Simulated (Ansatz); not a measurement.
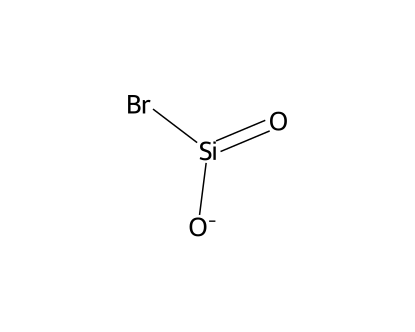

Source: calculation with Ansatz.

2D structure. State: charge −1, singlet.

Write the SMILES.

Answer. O=[Si]([O-])Br

What is the molecular formula?

Answer. SiBrO2, charge -1.

An optimisation with PBE0-D4/def2-TZVPD gave a structure of which point group?

Answer. C2v.
